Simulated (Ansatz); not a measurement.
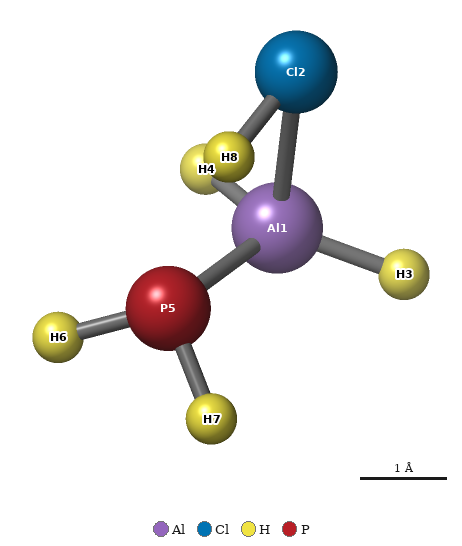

Fig. 1: The structure (ball-and-stick view, seen at a tilt; atoms are numbered from 1 in the order of the input). Sticks mark near contacts. Bond lengths as drawn: Al–Cl 2.52 Å, Al–H 1.59 Å, Al–P 2.39 Å, Cl–H 1.40 Å and H–P 1.42 Å.

## Frequency calculation of AlPH$_{5}$Cl

System: AlPH$_{5}$Cl.
Method: RKS PBE0-D4/def2-SVP (Ansatz 0.2.0).

It belongs to a series of runs on one base structure; here: vibrations at the highest image of the band. Figures and captions count atoms from 1; the log counts them from 0 in places.

The input
```yaml
crystal:
  periodic: [false, false, false]
  atoms:
    - { symbol: Al, position_ang: [0.087649, -0.33825, -0.095989] }
    - { symbol: Cl, position_ang: [-0.158163, 0.163197, 2.356826] }
    - { symbol: H, position_ang: [1.470972, 0.340623, -0.471086] }
    - { symbol: H, position_ang: [-1.321746, 0.072397, -0.696109] }
    - { symbol: P, position_ang: [0.227186, -2.546005, 0.804777] }
    - { symbol: H, position_ang: [-0.739567, -3.365564, 0.167868] }
    - { symbol: H, position_ang: [1.419447, -3.15873, 0.341077] }
    - { symbol: H, position_ang: [-0.016777, -1.228667, 2.264539] }
basis:
  gaussian: { orbitals: def2-SVP }
hamiltonian:
  xc: pbe0
  dispersion: d4
phonons: {}
```

Run on 1 thread of Arm Neoverse V2, 24 GiB of memory available, shared host.

Launch command:
```bash
ansatz run input.yaml --threads 1 --pin off --max-ram 2048MiB --backend cpu --events-out ev --progress --plain --runs-dir out
```

Log
```
Engine: ansatz 0.2.0, aarch64-unknown-linux-gnu
Functional definition: PBE0
  parameter a = 0.25
  parameter kappa = 0.804
  parameter beta = 0.06672455060314922
  exchange = (1 - a)*pbe_x(kappa = kappa, mu = beta*pi^2/3) + a*exact_x
  correlation = pbe_c(beta = beta)
796 factors; integrals over basis functions are off by at most 3.9e-4 eV
mean field evaluation 1: about -28469.4974 eV, gradient 1.1e1 eV
mean field evaluation 2: about -28469.8535 eV, gradient 6.5e0 eV
mean field evaluation 4: about -28470.0000 eV, gradient 3.3e-1 eV
mean field evaluation 8: about -28470.0009 eV, gradient 1.5e-2 eV
mean field -28470.00094527 eV, -1046.2532370788 hartree, gradient 2.4e-5 eV, S^2 0.000000; 0 other end points of the search recorded, 0 dependent functions left out
the calculation of the forces begins
reference -28470.00097267 eV, -1046.2532380859 hartree; 25, 25 occupied and 54, 54 virtual orbitals, 796 factors
these checks for a lower state are left out or cut short: stability, starts, cluster_reference, orbital_swaps, neighbouring_geometries, increment
796 factors; integrals over basis functions are off by at most 3.9e-4 eV
mean field evaluation 16: about -28470.0009 eV, gradient 9.3e-2 eV
mean field -28470.00087174 eV, -1046.2532343769 hartree, gradient 1.4e-6 eV, S^2 0.000000; 0 other end points of the search recorded, 0 dependent functions left out
[... from here on the field's lines of each further geometry are left out, up to the last ...]
the calculation of the forces begins
reference -28470.00097484 eV, -1046.2532381656 hartree; 25, 25 occupied and 54, 54 virtual orbitals, 796 factors
these checks for a lower state are left out or cut short: stability, starts, cluster_reference, orbital_swaps, neighbouring_geometries, increment
796 factors; integrals over basis functions are off by at most 3.9e-4 eV
mean field -28470.00092998 eV, -1046.2532365171 hartree, gradient 1.6e-6 eV, S^2 0.000000; 0 other end points of the search recorded, 0 dependent functions left out
the calculation of the forces begins
reference -28470.00095739 eV, -1046.2532375242 hartree; 25, 25 occupied and 54, 54 virtual orbitals, 796 factors
WARN: phonons: modes at or below zero, which the zero-point energy, F, S and C_V leave out: 1, the lowest at -219.86 cm⁻¹. A minimum has none, and a first-order saddle one
Total energy: -28470.15537976 eV, -1046.2589124419 hartree
Atom 0 at     0.087649    -0.338250    -0.095989 Å, force    -0.000042    -0.000085    -0.000258 eV/Å
Atom 1 at    -0.158163     0.163197     2.356826 Å, force    -0.000004     0.000405     0.000232 eV/Å
Atom 2 at     1.470972     0.340623    -0.471086 Å, force     0.000023     0.000011    -0.000023 eV/Å
Atom 3 at    -1.321746     0.072397    -0.696109 Å, force     0.000065    -0.000008     0.000017 eV/Å
Atom 4 at     0.227186    -2.546005     0.804777 Å, force    -0.000088    -0.000047    -0.000018 eV/Å
Atom 5 at    -0.739567    -3.365564     0.167868 Å, force     0.000035    -0.000052    -0.000048 eV/Å
Atom 6 at     1.419447    -3.158730     0.341077 Å, force     0.000039     0.000041    -0.000063 eV/Å
Atom 7 at    -0.016777    -1.228667     2.264539 Å, force    -0.000028    -0.000266     0.000161 eV/Å
Dipole moment:     0.022731    -0.275161     0.045710 e Å
Vibrations: -219.86 131.78 222.25 332.26 383.56 400.37 424.74 591.06 612.56 728.09 734.59 759.82 1076.47 1706.44 1938.12 1952.66 2463.14 2488.49 cm⁻¹, zero-point energy 1.050542 eV
```

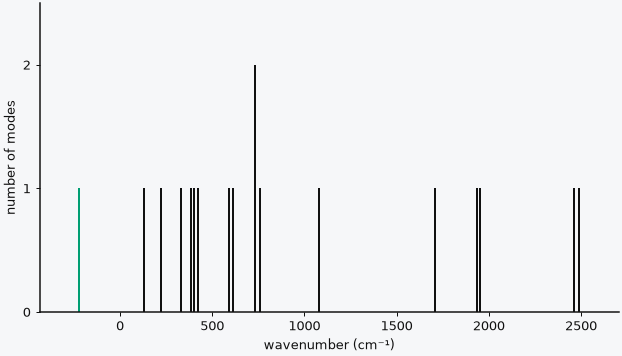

Fig. 2: Harmonic vibrational wavenumbers from the force constants; neighbouring modes closer than 12 cm⁻¹ are counted in one stick, and imaginary ones are drawn at negative wavenumbers. 18 modes from 220i to 2488 cm⁻¹, 1 imaginary beyond 8i (220i cm⁻¹): a first-order saddle point, if the geometry is stationary.

Results in brief

```tsv
quantity	value
outcome	converged
total energy	−28470.1554 eV
mean-field energy	−28470.0010 eV
largest force (length of the vector)	under 0.001 eV/Å
wall time	79 s
peak memory	0.15 GiB
```
